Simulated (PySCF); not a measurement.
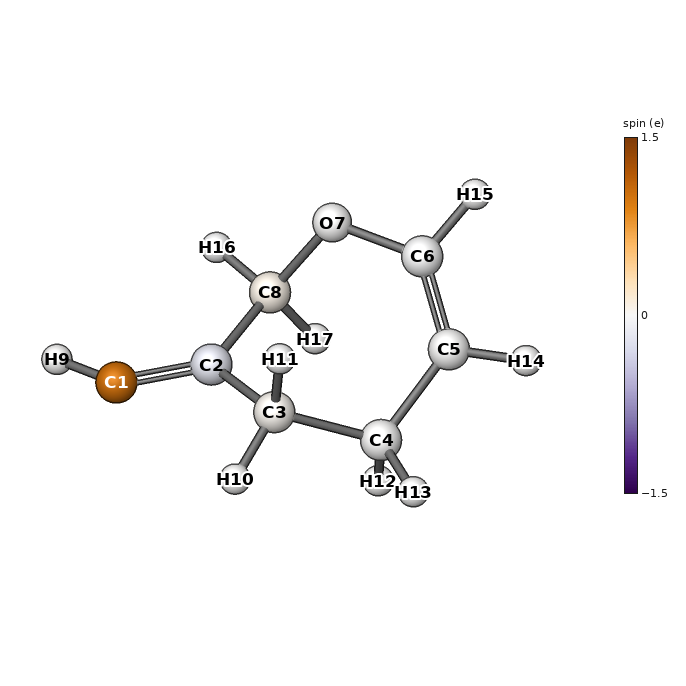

Atoms are coloured by their Mulliken spin populations. State: neutral, doublet. The computed structure is the end point of a GFN2-xTB optimisation. No frequency run is at hand to confirm it as a minimum. Level of theory: UKS B3LYP, pcH-1 on C H O, non-relativistic (PySCF 2.14.0).

List the Mulliken spin populations.

```
atom  value (e)
  C1       1.04
  C2      −0.17
  C3       0.04
  C4       0.00
  C5       0.00
  C6       0.00
  O7       0.01
  C8       0.07
  H9       0.01
 H10       0.00
 H11       0.00
 H12       0.00
 H13       0.00
 H14       0.00
 H15       0.00
 H16       0.00
 H17       0.00
```

Mulliken values depend strongly on the basis set.
